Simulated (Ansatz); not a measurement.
# Abstraction of H: BH(CH3)(SiH3) + InH(NH2) → B(CH3)(SiH3) + InH2(NH2)

Species: BH(CH3)(SiH3), singlet; InH(NH2), doublet; B(CH3)(SiH3), doublet; InH2(NH2), singlet. A radical takes H: the energy is the difference in strength between the B–H bond broken and the In–H bond made.

Shapes, held fixed at every level: PBE0-D4/def2-TZVP. Flexible molecules stand in one conformer, not always the lowest. Programs: Ansatz 0.2.0. The zero-point and thermal change to 298 K, harmonic and unscaled (PBE0-D4/def2-TZVP), is -6.3 kJ/mol.

| level | kind | ΔH(298 K) (kJ/mol) | less CCSD(T)/def2-TZVPP |
| --- | --- | --- | --- |
| MP2/def2-SVP | perturbation theory | +119.3 | +9.0 |
| MP2/def2-TZVPP | perturbation theory | +114.1 | +3.8 |
| PBE0-D4/def2-TZVPP | global hybrid | +109.4 | -0.9 |
| CCSD(T)/def2-SVP | coupled cluster or CI | +116.6 | +6.3 |
| CCSD/def2-SVP | coupled cluster or CI | +115.4 | +5.1 |
| CCSD/def2-TZVPP | coupled cluster or CI | +109.6 | -0.7 |
| CCSD(T)/def2-TZVPP | coupled cluster or CI | +110.3 | 0.0 |

The highest level, CCSD(T)/def2-TZVPP, gives ΔH(298 K) = +110.3 kJ/mol; the levels span +109.4 to +119.3. The column of differences is taken from that level and isn't an error. No measured value is set beside it here. Open shells run unrestricted. For atoms past krypton def2 sets carry core potentials with scalar relativity. Outer-core shells of In are correlated, in sets that cover them unevenly.

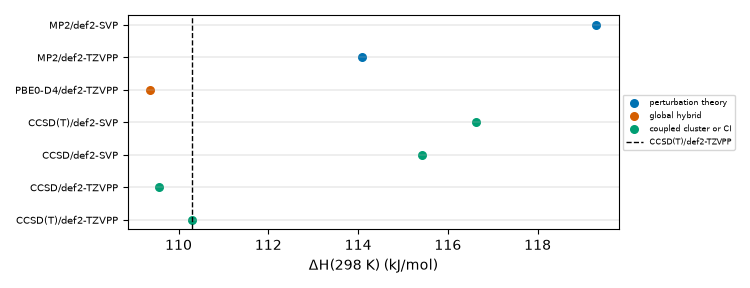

The values of the table, level by level.
